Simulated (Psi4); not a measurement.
# A workflow on [NO2]− (nitrite)

Aim: a geometry optimisation (CAM-B3LYP/pcseg-1), then vibrational wavenumbers, then a single-point energy (FNO-CCSD(T)/cc-pVTZ), then the vertical excitations (TDA-CAM-B3LYP/pcseg-1) of [NO2]− (nitrite). 

The calculation is run with Psi4 1.11.

## Step 1: The system as given

[NO2]− has 3 atoms, charge -1, and is taken as a singlet. As SMILES, `O=N[O-]`. The shape is that of a GFN2-xTB (4 decimals) optimisation. The run starts from this shape.

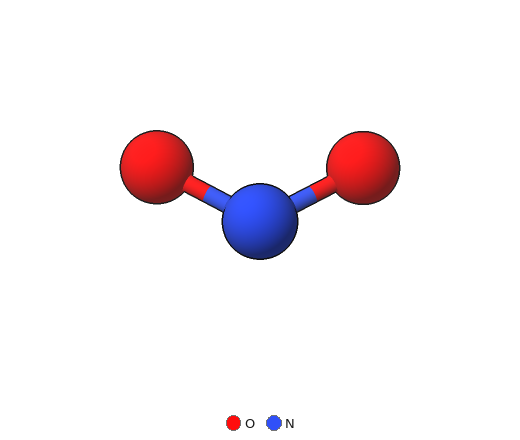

The structure, seen from a chosen angle (oxygen red, nitrogen blue).

## Step 2: A structure relaxation at CAM-B3LYP/pcseg-1 (density fitting) (run 1)

Input file no2.sdf:

```

     RDKit          3D

  3  2  0  0  0  0  0  0  0  0999 V2000
    0.3323    1.0152    0.2953 O   0  0  0  0  0  0  0  0  0  0  0  0
    0.3302   -0.2487    0.1541 N   0  0  0  0  0  0  0  0  0  0  0  0
   -0.6625   -0.7665   -0.4494 O   0  0  0  0  0  0  0  0  0  0  0  0
  2  1  2  0
  3  2  1  0
M  CHG  1   3  -1
M  END
$$$$
```

Input file calc.py:

```python
import psi4
from rdkit import Chem

psi4.set_memory(1600000000)
psi4.set_num_threads(1)
psi4.core.set_output_file('no2.out', False)

rd = Chem.SDMolSupplier('no2.sdf', removeHs=False, sanitize=False)[0]
xyz = rd.GetConformer().GetPositions()
atoms = '\n'.join(f'{a.GetSymbol()} {x:.4f} {y:.4f} {z:.4f}' for a, (x, y, z) in zip(rd.GetAtoms(), xyz))
molecule = psi4.geometry('-1 1\n' + atoms + '')

psi4.set_options({
    'basis': 'pcseg-1',
    'geom_maxiter': 60,
})

E, wfn = psi4.optimize("cam-b3lyp", molecule=molecule, return_wfn=True)
print(f'total energy {E:.8f} hartree = {E * 27.211386:.5f} eV')
print(molecule.to_string(dtype='xyz', units='Angstrom'))
for k, v in sorted(psi4.core.scalar_variables().items()):
    print(f'{k:45s} {v:18.10f}')
```

Started as:

```console
$ python calc.py
```

no2.out:

```text
[...]
  Running in cs symmetry.
[...]
  Nuclear repulsion =   62.190905427005859
[...]
  Multiplicity = 1
[...]
  Nalpha       = 12
  Nbeta        = 12
[...]
    Number of basis functions: 42
[...]
   @DF-RKS iter   1:  -204.87472375065531   -5.49231e-01   2.02921e-02 DIIS/ADIIS
[...]
   @DF-RKS iter   8:  -205.03353424762588   -6.82121e-13   3.49343e-09 DIIS
[...]
    Orbital Energies [Eh]
    ---------------------
    Doubly Occupied:
       1Ap   -18.920569     2Ap   -18.920488     3Ap   -14.251765
       4Ap    -0.974145     5Ap    -0.798566     6Ap    -0.408676
       7Ap    -0.274639     1App   -0.269128     8Ap    -0.264324
       2App   -0.086023     9Ap    -0.067253    10Ap    -0.024975
[...]
  @DF-RKS Final Energy:  -205.03353424762588
   => Energetics <=
    Nuclear Repulsion Energy =             63.0417334082203311
    One-Electron Energy =                -413.3376227387693120
    Two-Electron Energy =                 163.1569049301650409
    DFT Exchange-Correlation Energy =     -17.8945498472419580
    Empirical Dispersion Energy =           0.0000000000000000
    VV10 Nonlocal Energy =                  0.0000000000000000
    Total Energy =                       -205.0335342476258802
[...]
 Multipole Moments:
 ------------------------------------------------------------------------------------
     Multipole            Electronic (a.u.)      Nuclear  (a.u.)        Total (a.u.)
 ------------------------------------------------------------------------------------
 L = 1.  Multiply by 2.5417464519 to convert [e a0] to [Debye]
 Dipole X            :          0.1337602           -0.0027211            0.1310391
 Dipole Y            :         -0.0919050            0.0018705           -0.0900346
 Dipole Z            :          0.0000000            0.0000000            0.0000000
 Magnitude           :                                                    0.1589889
[...]
  -Total Gradient:
     Atom            X                  Y                   Z
    ------   -----------------  -----------------  -----------------
       1       -0.000018127577     0.000001998694     0.000000000000
       2        0.000036301045    -0.000011842258     0.000000000000
       3       -0.000020051845     0.000011142720     0.000000000000
[...]
    Final optimized geometry and variables:
    Molecular point group: cs
    Full point group: Cs
    Geometry (in Angstrom), charge = -1, multiplicity = 1:
    O            0.435927939262     0.992967129142     0.000000000000
    N            0.382657692209    -0.263036871483     0.000000000000
    O           -0.770933415053    -0.762686138911     0.000000000000
[...]
```

The script printed:

```text
Some dependencies such as QCElemental have not yet finished migration to pydantic v2. If issues are encountered please downgrade pydantic or upgrade QCElemental as appropriate
	Energy ratio indicates iffy step.
	Intrafrag trust radius decreased to  0.125.
Optimizer: Optimization complete!
total energy -205.03353425 hartree = -5579.24664 eV
3
-1 1 NO2
O                     0.435927939262     0.992967129142     0.000000000000
N                     0.382657692209    -0.263036871483     0.000000000000
O                    -0.770933415053    -0.762686138911     0.000000000000

CURRENT ENERGY                                   -205.0335342476
CURRENT REFERENCE ENERGY                         -205.0335342476
DD SOLVATION ENERGY                                 0.0000000000
DFT FUNCTIONAL TOTAL ENERGY                      -205.0335342476
DFT TOTAL ENERGY                                 -205.0335342476
DFT VV10 ENERGY                                     0.0000000000
DFT XC ENERGY                                     -17.8945498472
GRID ELECTRONS ALPHA                               11.9999985467
GRID ELECTRONS BETA                                11.9999985467
GRID ELECTRONS TOTAL                               23.9999970934
NUCLEAR REPULSION ENERGY                           63.0417334082
ONE-ELECTRON ENERGY                              -413.3376227388
OPTIMIZATION ITERATIONS                             4.0000000000
PCM POLARIZATION ENERGY                             0.0000000000
PE ENERGY                                           0.0000000000
SCF ITERATION ENERGY                             -205.0335342476
SCF ITERATIONS                                      8.0000000000
SCF TOTAL ENERGY                                 -205.0335342476
TWO-ELECTRON ENERGY                               163.1569049302
XC GRID RADIAL POINTS                              75.0000000000
XC GRID SPHERICAL POINTS                          302.0000000000
XC GRID TOTAL POINTS                            63577.0000000000
```

It took 6.9 s on 1 thread of Intel Xeon 6975P-C (Granite Rapids), shared host; peak memory 0.34 GiB.

Steps, from the record of the run:

```
step  energy from the first frame kept (eV)  largest force (eV/Å)
   0                                 0.0000                1.0991
   1                                -0.0040                0.9128
   2                                -0.0215                0.0933
   3                                -0.0216                0.0020
```

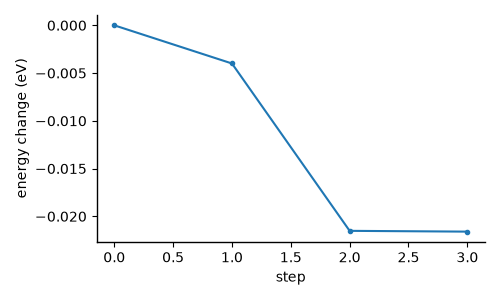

Energy along the run.

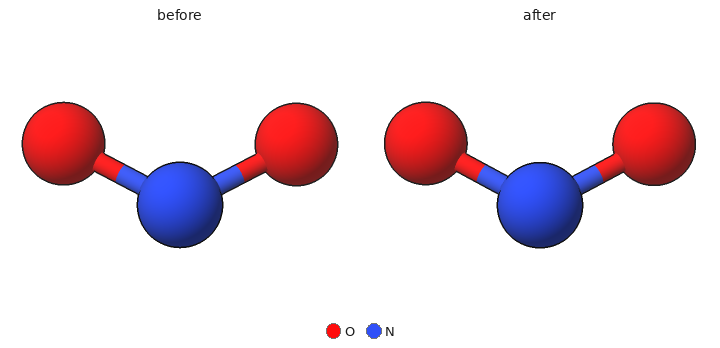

Before and after, at one scale.

After the run. Bond lengths: O1–N2 1.257 Å, N2–O3 1.257 Å. Angles: O1–N2–O3 115.8°.

## Step 3: The harmonic vibrations at CAM-B3LYP/pcseg-1 (density fitting) (run 2)

Input file calc.py:

```python
import psi4

psi4.set_memory(1600000000)
psi4.set_num_threads(1)
psi4.set_output_file('run.log', False)

mol = psi4.geometry("""
-1 1
O      0.60735042     1.88800836     0.54332650
N      0.62969832    -0.47438740     0.29385997
O     -1.23633631    -1.41417088    -0.83685577
units bohr
""")

options = {'basis': 'pcseg-1', 't': 400.0, 'rotational_symmetry_number': 2}
psi4.set_options(options)

energy_value = psi4.frequencies('cam-b3lyp', molecule=mol)
print('E =', round(energy_value, 9))
for k in ('ZPVE', 'ENTHALPY', 'GIBBS FREE ENERGY'):
    print(f'{k}: {psi4.variable(k):.8f} Eh')
```

Started as:

```console
$ python calc.py
```

run.log:

```text
[...]
  Running in cs symmetry.
[...]
  Nuclear repulsion =   63.045836372368484
[...]
  Multiplicity = 1
[...]
  Nalpha       = 12
  Nbeta        = 12
[...]
    Number of basis functions: 42
[...]
   @DF-RKS iter   1:  -204.87478341657794   -4.89903e-01   2.03083e-02 DIIS/ADIIS
[...]
  Running in c1 symmetry.
[...]
   @DF-RKS iter  11:  -205.03353424936532   -8.81073e-13   2.69939e-09 DIIS
[...]
    Orbital Energies [Eh]
    ---------------------
    Doubly Occupied:
       1A    -18.920569     2A    -18.920488     3A    -14.251765
       4A     -0.974145     5A     -0.798566     6A     -0.408676
       7A     -0.274639     8A     -0.269128     9A     -0.264324
      10A     -0.086023    11A     -0.067253    12A     -0.024975
[...]
  @DF-RKS Final Energy:  -205.03353424936532
   => Energetics <=
    Nuclear Repulsion Energy =             63.0417185680682763
    One-Electron Energy =                -413.3375937404526326
    Two-Electron Energy =                 163.1568903975691853
    DFT Exchange-Correlation Energy =     -17.8945494745501570
    Empirical Dispersion Energy =           0.0000000000000000
    VV10 Nonlocal Energy =                  0.0000000000000000
    Total Energy =                       -205.0335342493653172
[...]
 Multipole Moments:
 ------------------------------------------------------------------------------------
     Multipole            Electronic (a.u.)      Nuclear  (a.u.)        Total (a.u.)
 ------------------------------------------------------------------------------------
 L = 1.  Multiply by 2.5417464519 to convert [e a0] to [Debye]
 Dipole X            :          0.1337627           -0.0027211            0.1310416
 Dipole Y            :         -0.0919017            0.0018705           -0.0900312
 Dipole Z            :         -0.0001805            0.0000037           -0.0001768
 Magnitude           :                                                    0.1589891
[...]
  -Total Gradient:
     Atom            X                  Y                   Z
    ------   -----------------  -----------------  -----------------
       1       -0.000018152473     0.000001651894     0.000000019566
       2        0.000037392888    -0.000011044089    -0.000000043782
       3       -0.000021118427     0.000010692038     0.000000026754
[...]
  ==> Harmonic Vibrational Analysis <==
[...]
  Freq [cm^-1]                 819.3605           1394.0255           1425.0653
[...]
  IR activ [km/mol]             9.2796             501.3250            22.0743
[...]
  Total E_0, Enthalpy at 0 [K]                                                         -205.02524525 [Eh]
[...]
  Total H, Enthalpy at  400.00 [K]                                                     -205.01989027 [Eh]
[...]
  Total G, Gibbs energy at  400.00 [K]                                                 -205.05765932 [Eh]
[...]
```

The script printed:

```text
E = -205.033534251
ZPVE: 0.00828900 Eh
ENTHALPY: -205.01989027 Eh
GIBBS FREE ENERGY: -205.05765932 Eh
```

It took 18 s on 1 thread of Intel Xeon 6975P-C (Granite Rapids), shared host; peak memory 0.29 GiB.

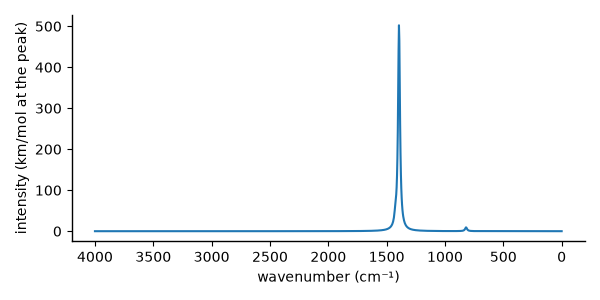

Harmonic infrared spectrum, unscaled, lines broadened by 10 cm⁻¹.

## Step 4: A single-point energy at FNO-CCSD(T)/cc-pVTZ (run 3)

Input file job.dat:

```
memory 1.6 GB

molecule {
  -1 1
  O
  N 1 1.257132
  O 2 1.257149 1 115.84727
  units angstrom
}

set basis cc-pVTZ
set scf_type pk
set freeze_core true

energy('fno-ccsd(t)')
```

Started as:

```console
$ psi4 -n 1 job.dat job.out
```

job.out:

```text
[...]
  Running in cs symmetry.
[...]
  Nuclear repulsion =   63.041742765857961
[...]
  Multiplicity = 1
[...]
  Nalpha       = 12
  Nbeta        = 12
[...]
    Number of basis functions: 90
[...]
   @RHF iter   1:  -204.04694448165270   -8.84796e-01   8.05218e-03 ADIIS/DIIS
[...]
   @RHF iter  12:  -204.14960150931438   -4.09273e-12   3.71996e-09 DIIS
[...]
    Orbital Energies [Eh]
    ---------------------
    Doubly Occupied:
       1Ap   -20.294312     2Ap   -20.294262     3Ap   -15.474169
       4Ap    -1.254701     5Ap    -1.054907     6Ap    -0.599018
       7Ap    -0.415816     8Ap    -0.407137     1App   -0.368182
       9Ap    -0.193078     2App   -0.168445    10Ap    -0.141393
[...]
  @RHF Final Energy:  -204.14960150931438
   => Energetics <=
    Nuclear Repulsion Energy =             63.0417427658579612
    One-Electron Energy =                -413.0518475332375488
    Two-Electron Energy =                 145.8605032580651937
    Total Energy =                       -204.1496015093143797
[...]
 Multipole Moments:
 ------------------------------------------------------------------------------------
     Multipole            Electronic (a.u.)      Nuclear  (a.u.)        Total (a.u.)
 ------------------------------------------------------------------------------------
 L = 1.  Multiply by 2.5417464519 to convert [e a0] to [Debye]
 Dipole X            :         -0.2253125            0.0027979           -0.2225146
 Dipole Y            :         -0.1411495            0.0017535           -0.1393960
 Dipole Z            :          0.0000000            0.0000000            0.0000000
 Magnitude           :                                                    0.2625719
[...]
      * MP2 total energy:                   -204.833901060647
[...]
      * MP2 total energy:                   -204.833901060647
[...]
      * MP3 total energy:                   -204.815207456383
[...]
      * CCSD total energy:                  -204.825007258567
[...]
      * CCSD(T) total energy                -204.858070532511
[...]
```

Wall time 13 s (1 thread of Intel Xeon 6975P-C (Granite Rapids), shared host); peak memory 0.4 GiB.

## Step 5: The vertical excitations at TDA-CAM-B3LYP/pcseg-1 (density fitting, save jk yes) (run 4)

Input file input.in:

```
memory 1600 mb

molecule molecule1 {
  -1 1
  O
  N 1 1.257132
  O 2 1.257149 1 115.84727
  units angstrom
}

set basis pcseg-1
set reference rks
set save_jk true

from psi4.driver.procrouting.response.scf_response import tdscf_excitations
energy_value, wavefunction = energy('cam-b3lyp', return_wfn=True)
states = tdscf_excitations(wavefunction, states=6, tda=True)
print_variables()
```

Started as:

```console
$ psi4 -i input.in -o input.out -n 1
```

input.out:

```text
[...]
  Running in cs symmetry.
[...]
  Nuclear repulsion =   63.041742765857961
[...]
  Multiplicity = 1
[...]
  Nalpha       = 12
  Nbeta        = 12
[...]
    Number of basis functions: 42
[...]
   @DF-RKS iter   1:  -204.87482320574500   -4.90076e-01   2.03056e-02 ADIIS/DIIS
[...]
   @DF-RKS iter   9:  -205.03353424816612   -2.25711e-09   2.67477e-07 DIIS
[...]
    Orbital Energies [Eh]
    ---------------------
    Doubly Occupied:
       1Ap   -18.920569     2Ap   -18.920488     3Ap   -14.251765
       4Ap    -0.974145     5Ap    -0.798566     6Ap    -0.408676
       7Ap    -0.274639     1App   -0.269128     8Ap    -0.264324
       2App   -0.086023     9Ap    -0.067252    10Ap    -0.024975
[...]
  @DF-RKS Final Energy:  -205.03353424816612
   => Energetics <=
    Nuclear Repulsion Energy =             63.0417427658579612
    One-Electron Energy =                -413.3376437899047460
    Two-Electron Energy =                 163.1569169581025847
    DFT Exchange-Correlation Energy =     -17.8945501822219448
    Empirical Dispersion Energy =           0.0000000000000000
    VV10 Nonlocal Energy =                  0.0000000000000000
    Total Energy =                       -205.0335342481661201
[...]
 Multipole Moments:
 ------------------------------------------------------------------------------------
     Multipole            Electronic (a.u.)      Nuclear  (a.u.)        Total (a.u.)
 ------------------------------------------------------------------------------------
 L = 1.  Multiply by 2.5417464519 to convert [e a0] to [Debye]
 Dipole X            :         -0.1375356            0.0027979           -0.1347377
 Dipole Y            :         -0.0861501            0.0017535           -0.0843966
 Dipole Z            :          0.0000000            0.0000000            0.0000000
 Magnitude           :                                                    0.1589875
[...]
**********                               WARNING                                **********
**********       The names of excited state variables changed between 1.5       **********
[...]
**********                               WARNING                                **********
**********  Length-gauge rotatory strengths are **NOT** gauge-origin invariant  **********
[...]
                                    Excitation Energy         Total Energy        Oscillator Strength             Rotatory Strength
[...]
Excited State    1 (1 App):   0.12510 au   364.22 nm f = 0.0028
[...]
Excited State    3 (1 Ap):   0.28355 au   160.69 nm f = 0.2268
[...]
Excited State    4 (1 App):   0.35404 au   128.70 nm f = 0.0017
[...]
Excited State    5 (1 Ap):   0.42577 au   107.01 nm f = 0.0075
[...]
Excited State    6 (1 Ap):   0.45566 au   99.99 nm f = 0.1193
[...]
**********                               WARNING                                **********
**********       The names of excited state variables changed between 1.5       **********
[...]
```

It took 4.5 s on 1 thread of Intel Xeon 6975P-C (Granite Rapids), shared host; peak memory 0.28 GiB.

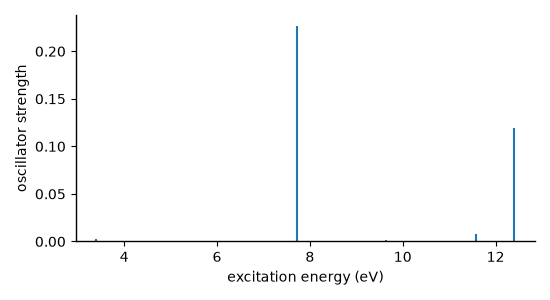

Vertical excitations as sticks.

The roots found:

```
excited state  energy (eV)  strength  label
            1        3.404    0.0028  App 1
            2        4.339    0.0000  App 1
            3        7.716    0.2268   Ap 1
            4        9.634    0.0017  App 1
            5       11.586    0.0075   Ap 1
            6       12.399    0.1193   Ap 1
```

## Step 6: What came out

| quantity | value |
| --- | --- |
| run 1, CAM-B3LYP/pcseg-1: total energy at the end | -205.03353 Eh |
| run 1, CAM-B3LYP/pcseg-1: HOMO energy | -0.68 eV |
| run 1, CAM-B3LYP/pcseg-1: LUMO energy | 7.78 eV |
| run 1, CAM-B3LYP/pcseg-1: HOMO–LUMO gap (to an unbound level, set by the basis) | 8.46 eV |
| run 2, CAM-B3LYP/pcseg-1: lowest harmonic wavenumber | 819 cm⁻¹ |
| run 2, CAM-B3LYP/pcseg-1: highest harmonic wavenumber | 1425 cm⁻¹ |
| run 2, CAM-B3LYP/pcseg-1: zero-point energy | 21.8 kJ/mol |
| run 2, CAM-B3LYP/pcseg-1: ideal-gas entropy at 400 K (symmetry number 2 as used) | 59.3 cal/(mol K) |
| run 3, FNO-CCSD(T)/cc-pVTZ: total energy | -204.85807 Eh |
| run 3, FNO-CCSD(T)/cc-pVTZ: HOMO energy (Hartree–Fock orbitals) | -3.85 eV |
| run 3, FNO-CCSD(T)/cc-pVTZ: LUMO energy (Hartree–Fock orbitals) | 10.82 eV |
| run 3, FNO-CCSD(T)/cc-pVTZ: HOMO–LUMO gap (to an unbound level, set by the basis) | 14.67 eV |
| run 3, FNO-CCSD(T)/cc-pVTZ: correlation energy (3 core orbitals frozen) | -708.5 mEh |
| run 3, FNO-CCSD(T)/cc-pVTZ: (T) correction | -33.06 mEh |
| run 3, FNO-CCSD(T)/cc-pVTZ: T1 diagnostic | 0.022 |
| run 4, TDA-CAM-B3LYP/pcseg-1: ground-state or mean-field energy | -205.03353 Eh |
| run 4, TDA-CAM-B3LYP/pcseg-1: HOMO energy (CAM-B3LYP Kohn–Sham orbitals) | -0.68 eV |
| run 4, TDA-CAM-B3LYP/pcseg-1: LUMO energy (CAM-B3LYP Kohn–Sham orbitals) | 7.78 eV |
| run 4, TDA-CAM-B3LYP/pcseg-1: HOMO–LUMO gap (to an unbound level, set by the basis) | 8.46 eV |
| run 4, TDA-CAM-B3LYP/pcseg-1: lowest excitation energy | 3.40 eV |

The optimisation (run 1, CAM-B3LYP/pcseg-1) took 4 steps and changed the energy by -0.022 eV. All 3 modes (run 2, CAM-B3LYP/pcseg-1) are real, so the shape is a minimum at this level. The T1 diagnostic (run 3, FNO-CCSD(T)/cc-pVTZ) of 0.022 is above the customary mark for such species, so a single reference may not serve. The triples (run 3, FNO-CCSD(T)/cc-pVTZ) make up 4.7 % of the correlation energy. The brightest of the 6 transitions from the ground state lies at 7.72 eV (161 nm, f = 0.227); the lowest, at 3.40 eV, has f = 0.003. For an anion, states without diffuse functions may be basis-held continuum.
